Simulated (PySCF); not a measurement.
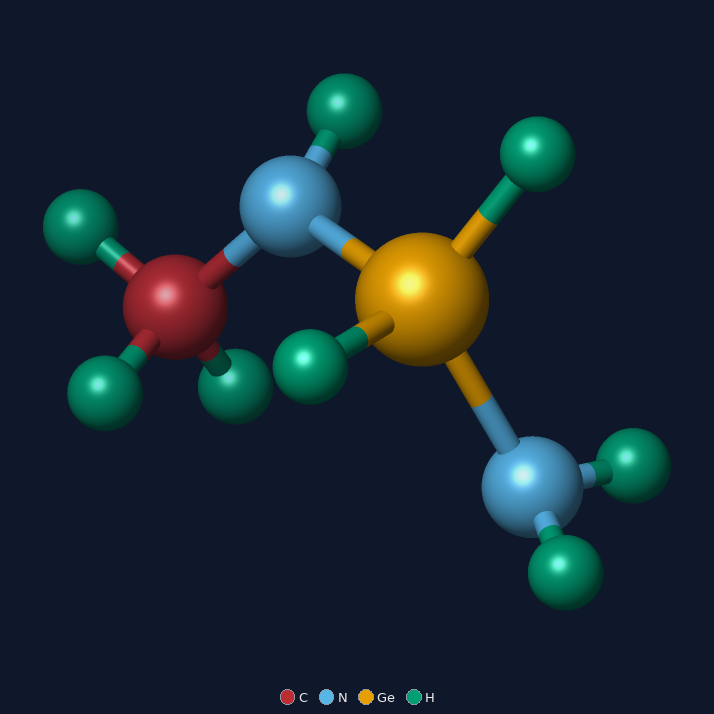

Computed geometry: PBE0-D3(BJ)/def2-SVP optimisation. No frequency run is at hand to confirm it as a minimum.

Draw it as a skeletal formula.

SMILES: C[NH][GeH2][NH2]

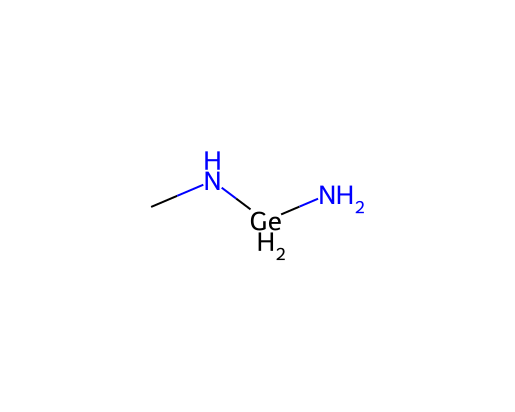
